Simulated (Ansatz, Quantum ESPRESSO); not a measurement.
# Cl on fcc sites of Pd(111): the work function of the upper face at a withheld member of a series

How the rows were computed: Quantum ESPRESSO 7.5, PBE, GBRV ultrasoft. Slabs of 3 layers, covered on the upper face; adsorbates and the top layer relax in a periodic cell, the rest is held (the clean slab relaxes both outer layers); a run under open boundaries (ESM, bc1) gives both vacuum levels. Cells of one to 9 surface sites carry the coverages, on meshes of like density; cold smearing of 0.02 Ry. The slabs take the lattice constants of the bulk relaxed by the same program. The series steps the coverage.

```
 coverage  work function of the upper face (eV)
     0 ML                                 5.234
0.1111 ML                                 5.307
  0.25 ML                                 5.447
0.3333 ML                                 5.562
   0.5 ML                                 5.647
0.6667 ML                                 5.630
  0.75 ML                                 5.681
     1 ML                                 5.796
```

One more run was made and is withheld. What is the work function of the upper face at 0.1667 ML?

**Worked estimate.** The rows at 0.1111 ML and 0.25 ML give a slope of (5.447 − (5.307))/(0.25 − (0.1111)) = 1.008, so a straight line gives 5.363 eV. A parabola through these and the row at 0 ML gives 5.357 eV.

What the calculation gave: 5.346 eV. The line misses by +0.017 and the parabola by +0.011 eV.

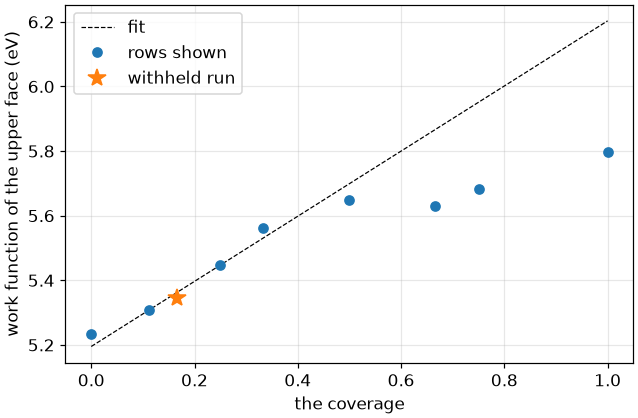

The rows shown, the fit and the withheld run.

**Limits.** Thin slabs, one site and one ordered pattern a coverage; no reconstruction or subsurface sites; meshes differ a little between cells.

[Logs are printed without paths, hosts, clocks, repeated set-up lines and the standing remarks that a program may print on its own settings, such as how far it seeks lower states.]
